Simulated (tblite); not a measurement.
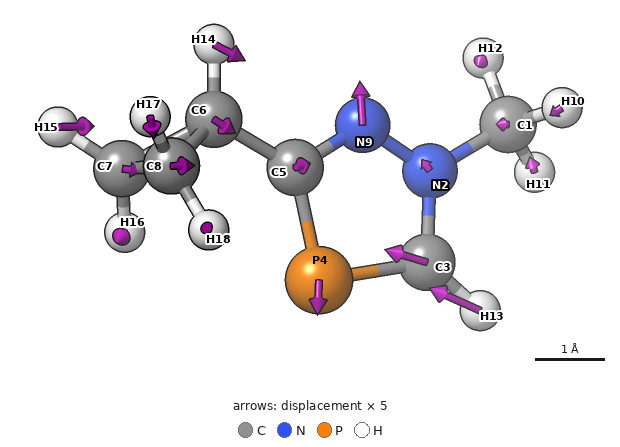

This is a relaxation of C6H9N2P. The starting structure is drawn; purple arrows show the displacements, magnified 5 times. The two geometries are superimposed by the best rigid fit.

The picture is a ball-and-stick view, seen at a tilt.

Level of theory: GFN2-xTB geometry optimisation, gas phase in tblite. 

Question: Describe the change and its energy.

Answer: The largest move after the best rigid fit is that of H13, 0.18 Å. By element the largest moves are H 0.18 Å, C 0.14 Å, N 0.13 Å, P 0.11 Å. Near-neighbour distances that change, for instance: P4–C5 1.674 → 1.776 Å, C3–P4 1.810 → 1.721 Å, C3–H13 1.116 → 1.075 Å, C5–C6 1.503 → 1.466 Å. Among the angles between lasting bonds that change: N2–C3–P4 102.4° → 112.6°, N2–N9–C5 120.9° → 111.0°, P4–C5–N9 105.7° → 114.8°. After 32 geometry steps the energy has fallen by 1.085 eV. The run took 0.72 s on 1 thread of AMD EPYC, on a shared host.
